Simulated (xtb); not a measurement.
**C2H2F3S: geometry relaxation (part 1 of 3)**

- system: C2H2F3S, multiplicity 2
- method: GFN0-xTB (xtb 6.7.1)

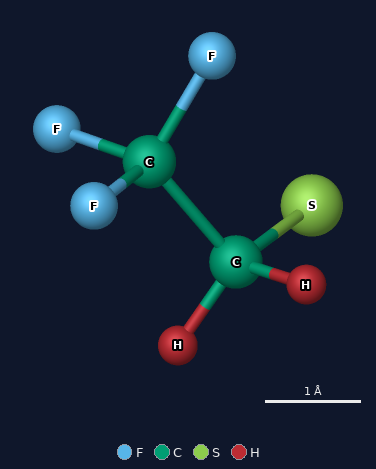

*The starting structure (ball-and-stick view, seen at a tilt).*

### Input (start.xyz)
```
8

F      0.19460    -1.83240     0.56190
C      0.57940    -0.85350    -0.26170
F      1.84810    -0.55650     0.03170
F      0.56060    -1.34690    -1.50790
C     -0.32450     0.35140    -0.17810
S     -0.32690     1.03910     1.49900
H     -1.32390     0.02610    -0.46700
H      0.04470     1.08250    -0.89720
```

Command:
```bash
xtb start.xyz --ohess --gfn0 --uhf 1 | tee xtb.out
```

### What the program printed
```
* xtb version 6.7.1
   ID    Z sym.   atoms
    1    9 F      1, 3, 4
    2    6 C      2, 5
    3   16 S      6
    4    1 H      7, 8

           -------------------------------------------------
          |                Calculation Setup                |
           -------------------------------------------------

          program call               : xtb start.xyz --ohess --gfn0 --uhf 1
          coordinate file            : start.xyz
          omp threads                :                     1

########################################################################
[WARNING] Please study the warnings concerning your input carefully
-1- prog_main_parseArguments: The use of '--gfn0' is discouraged, please use '--gfn 0' next time
########################################################################

           -------------------------------------------------
          |                 G F N 0 - x T B                 |
           -------------------------------------------------

      * Hamiltonian:
        H0-scaling (s, p, d)           2.000000    2.486800    2.270000
        zeta-weighting                 1.000000
      * Dispersion:
        s8                             2.850000
        a1                             0.800000
        a2                             4.600000
        s9                             0.000000
      * Repulsion:
        kExp                           1.500000
        rExp                           1.000000
      * Coulomb:
        alpha                          0.000000
        third order                    atomic
        anisotropic                    false
      * Polar bond correction:
        rad-shift                      0.053700
        strength                      -0.012900
        en-exp                         3.484700
        en-scale                       0.509700

          ...................................................
          :                      SETUP                      :
          :.................................................:
          :  # basis functions                  34          :
          :  # atomic orbitals                  33          :
          :  # shells                           17          :
          :  # electrons                        37          :
          :  electronic temp.          300.0000000     K    :
          :  accuracy                    1.0000000          :
          :  -> integral cutoff          0.2500000E+02      :
          :  -> integral neglect         0.1000000E-07      :
          ...................................................
  Checking positiv definite overlap ...  done.

         #    Occupation            Energy/Eh            Energy/eV
      -------------------------------------------------------------
         1        2.0000           -0.8312728             -22.6201
       ...           ...                  ...                  ...
        13        2.0000           -0.4422180             -12.0334
        14        2.0000           -0.4352235             -11.8430
        15        2.0000           -0.4348335             -11.8324
        16        2.0000           -0.4347560             -11.8303
        17        2.0000           -0.4313933             -11.7388
        18        1.9058           -0.4021792             -10.9439
        19        1.0942           -0.3978795             -10.8269 (HOMO)
        20                         -0.2036537              -5.5417 (LUMO)
        21                         -0.1111242              -3.0238
        22                         -0.0916485              -2.4939
        23                         -0.0408948              -1.1128
        24                         -0.0325568              -0.8859
       ...                                ...                  ...
        33                          0.3330572               9.0629
      -------------------------------------------------------------
                  HL-Gap            0.1942258 Eh            5.2852 eV
             Fermi-level            0.0000000 Eh            0.0000 eV

 EHT (total)                   0 d,  0 h,  0 min,  0.002 sec
 EHT setup                      ...        0 min,  0.000 sec (  3.130%)
 Coordination number            ...        0 min,  0.000 sec (  1.919%)
 EEQ model density              ...        0 min,  0.000 sec (  1.518%)
 D4 Dispersion                  ...        0 min,  0.000 sec (  6.827%)
 Integral evaluation            ...        0 min,  0.000 sec ( 26.590%)
 Cholesky factorization         ...        0 min,  0.000 sec (  2.601%)
 Zeroth order Hamiltonian       ...        0 min,  0.000 sec ( 15.026%)
 Gradient calculation           ...        0 min,  0.001 sec ( 37.344%)

         :::::::::::::::::::::::::::::::::::::::::::::::::::::
         ::                     SUMMARY                     ::
         :::::::::::::::::::::::::::::::::::::::::::::::::::::
         :: total energy             -20.135266185731 Eh    ::
         :: gradient norm              0.014937695815 Eh/a0 ::
         :: HOMO-LUMO gap              5.285153303919 eV    ::
         ::.................................................::
         :: H0 energy                -20.119175043507 Eh    ::
         :: repulsion energy           0.105462928790 Eh    ::
         :: electrostat energy        -0.083703476824 Eh    ::
         :: -> Gsolv                   0.000000000000 Eh    ::
         ::    -> Gsasa                0.000000000000 Eh    ::
         ::    -> Gshift               0.000000000000 Eh    ::
         :: dispersion energy         -0.002031441129 Eh    ::
         :: short-range corr.         -0.035819153062 Eh    ::
         :: add. restraining           0.000000000000 Eh    ::
         :: total charge              -0.000000000000 e     ::
         :::::::::::::::::::::::::::::::::::::::::::::::::::::

      -----------------------------------------------------------
     |                   =====================                   |
     |                        A N C O P T                        |
     |                   =====================                   |
     |               Approximate Normal Coordinate               |
     |                Rational Function Optimizer                |
      -----------------------------------------------------------
      -----------------------------------------------------------
     |                   =====================                   |
     |                        A N C O P T                        |
     |                   =====================                   |
     |               Approximate Normal Coordinate               |
     |                Rational Function Optimizer                |
      -----------------------------------------------------------

          ...................................................
          :                      SETUP                      :
          :.................................................:
          :   optimization level            normal          :
          :   max. optcycles                   200          :
          :   ANC micro-cycles                  20          :
          :   degrees of freedom                18          :
          :.................................................:
          :   RF solver                   davidson          :
          :   write xtbopt.log                true          :
          :   linear?                        false          :
          :   energy convergence         0.5000000E-05 Eh   :
          :   grad. convergence          0.1000000E-02 Eh/α :
          :   maxmium RF displ.          1.0000000          :
          :   Hlow (freq-cutoff)         0.1000000E-01      :
          :   Hmax (freq-cutoff)         5.0000000          :
          :   S6 in model hess.         20.0000000          :
          ...................................................

generating ANC from exact Hessian ...
Using Lindh-Hessian (1995)
 Shifting diagonal of input Hessian by    0.0000000000000000
 Lowest  eigenvalues of input Hessian
    0.000000    0.000000    0.000000    0.000000    0.000000    0.000000
    0.016854    0.026605    0.047670    0.066194    0.072206    0.094358
    0.127068    0.151074    0.239445    0.269209    0.271344    0.455028
 Highest eigenvalues
    0.833320    1.091614    1.102052    1.479329    1.743883    1.759080

........................................................................
.............................. CYCLE    1 ..............................
........................................................................
     Diagonalization            ...        0 min,  0.000 sec
 * total energy  :   -20.1352662 Eh     change        0.0000000E+00 Eh
   gradient norm :     0.0149377 Eh/α   predicted     0.0000000E+00 (   0.00%)
   displ. norm   :     0.0938356 α      lambda       -0.7660126E-03
   maximum displ.:     0.0733196 α      in ANC's #2, #8, #4, ...

........................................................................
.............................. CYCLE    2 ..............................
........................................................................
     Diagonalization            ...        0 min,  0.000 sec
 * total energy  :   -20.1357406 Eh     change       -0.4743701E-03 Eh
   gradient norm :     0.0072276 Eh/α   predicted    -0.3863777E-03 ( -18.55%)
   displ. norm   :     0.0328082 α      lambda       -0.1105417E-03
   maximum displ.:     0.0248335 α      in ANC's #2, #8, #4, ...

........................................................................
.............................. CYCLE    3 ..............................
........................................................................
     Diagonalization            ...        0 min,  0.000 sec
 * total energy  :   -20.1358122 Eh     change       -0.7159932E-04 Eh
   gradient norm :     0.0040557 Eh/α   predicted    -0.5532949E-04 ( -22.72%)
   displ. norm   :     0.0227463 α      lambda       -0.3956707E-04
   maximum displ.:     0.0148556 α      in ANC's #2, #4, #14, ...

........................................................................
.............................. CYCLE    4 ..............................
........................................................................
     Diagonalization            ...        0 min,  0.000 sec
 * total energy  :   -20.1358390 Eh     change       -0.2679516E-04 Eh
   gradient norm :     0.0022121 Eh/α   predicted    -0.1979206E-04 ( -26.14%)
   displ. norm   :     0.0141019 α      lambda       -0.1516861E-04
   maximum displ.:     0.0111001 α      in ANC's #4, #2, #6, ...

........................................................................
.............................. CYCLE    5 ..............................
........................................................................
     Diagonalization            ...        0 min,  0.000 sec
 * total energy  :   -20.1358480 Eh     change       -0.9012999E-05 Eh
   gradient norm :     0.0010263 Eh/α   predicted    -0.7583985E-05 ( -15.86%)
   displ. norm   :     0.0054589 α      lambda       -0.1915528E-05
   maximum displ.:     0.0028159 α      in ANC's #6, #4, #2, ...

........................................................................
.............................. CYCLE    6 ..............................
........................................................................
     Diagonalization            ...        0 min,  0.000 sec
 * total energy  :   -20.1358493 Eh     change       -0.1349563E-05 Eh
   gradient norm :     0.0003426 Eh/α   predicted    -0.9591691E-06 ( -28.93%)
   displ. norm   :     0.0023320 α      lambda       -0.2749208E-06
   maximum displ.:     0.0015654 α      in ANC's #4, #2, #8, ...

   *** GEOMETRY OPTIMIZATION CONVERGED AFTER 6 ITERATIONS ***

------------------------------------------------------------------------
 total energy gain   :        -0.0005831 Eh       -0.3659 kcal/mol
 total RMSD          :         0.0484960 a0        0.0257 Å
 total power (kW/mol):        -0.2551667 (step) -206.4893 (real)
------------------------------------------------------------------------

 ANCopt (total)                0 d,  0 h,  0 min,  0.007 sec
 optimizer setup                ...        0 min,  0.000 sec (  0.497%)
 model hessian                  ...        0 min,  0.000 sec (  3.548%)
 ANC generation                 ...        0 min,  0.000 sec (  0.798%)
 coordinate transformation      ...        0 min,  0.000 sec (  0.278%)
 single point calculation       ...        0 min,  0.007 sec ( 88.993%)
 optimization log               ...        0 min,  0.000 sec (  1.713%)
 hessian update                 ...        0 min,  0.000 sec (  0.138%)
 rational function              ...        0 min,  0.000 sec (  2.344%)

================
 final structure:
================
8
 xtb: 6.7.1
F            0.19593306848142       -1.84846855109356        0.55091353291051
C            0.58718307283971       -0.86118694759710       -0.25465507206598
F            1.85728545820849       -0.56520262465120        0.02104802412190
F            0.54586783182160       -1.32568286118179       -1.50899286248876
C           -0.31979494783049        0.35084898400343       -0.16436740454285
S           -0.35529453811132        1.06531611260716        1.46656840833700
H           -1.31957667951325        0.01456463258321       -0.44667853808432
H            0.06049673410385        1.07961125532986       -0.88313608818752

 Bond Distances (Angstroems)
 ---------------------------
F1-C2=1.3329         C2-F1=1.3329         C2-F3=1.3330         C2-F4=1.3382         C2-C5=1.5165         F3-C2=1.3330
F4-C2=1.3382         C5-C2=1.5165         C5-S6=1.7809         C5-H7=1.0919         C5-H8=1.0919         S6-C5=1.7809
H7-C5=1.0919         H8-C5=1.0919
 C  H  Rav=1.0919 sigma=0.0000  Rmin=1.0919  Rmax=1.0919     2
 C  C  Rav=1.5165 sigma=0.0000  Rmin=1.5165  Rmax=1.5165     1
 F  C  Rav=1.3347 sigma=0.0025  Rmin=1.3329  Rmax=1.3382     3
 S  C  Rav=1.7809 sigma=0.0000  Rmin=1.7809  Rmax=1.7809     1

 selected bond angles (degree)
 --------------------
F3-C2-F1=108.61                F4-C2-F1=107.48                F4-C2-F3=107.48                C5-C2-F1=112.36
C5-C2-F3=112.34                C5-C2-F4=108.35                S6-C5-C2=112.77                H7-C5-C2=106.62
H7-C5-S6=110.00                H8-C5-C2=106.61                H8-C5-S6=110.00                H8-C5-H7=110.75

 selected dihedral angles (degree)
 ---------------------------------
S6-C5-C2-F1= 61.31            S6-C5-C2-F3=298.48            S6-C5-C2-F4=179.90            H7-C5-C2-F1=300.48
H7-C5-C2-F3=177.65            H7-C5-C2-F4= 59.07            H8-C5-C2-F1=182.13            H8-C5-C2-F3= 59.30
H8-C5-C2-F4=300.72
           -------------------------------------------------
          |                Final Singlepoint                |
           -------------------------------------------------

          ...................................................
          :                      SETUP                      :
          :.................................................:
          :  # basis functions                  34          :
          :  # atomic orbitals                  33          :
          :  # shells                           17          :
          :  # electrons                        37          :
          :  electronic temp.          300.0000000     K    :
          :  accuracy                    1.0000000          :
          :  -> integral cutoff          0.2500000E+02      :
          :  -> integral neglect         0.1000000E-07      :
          ...................................................
  Checking positiv definite overlap ...  done.
```
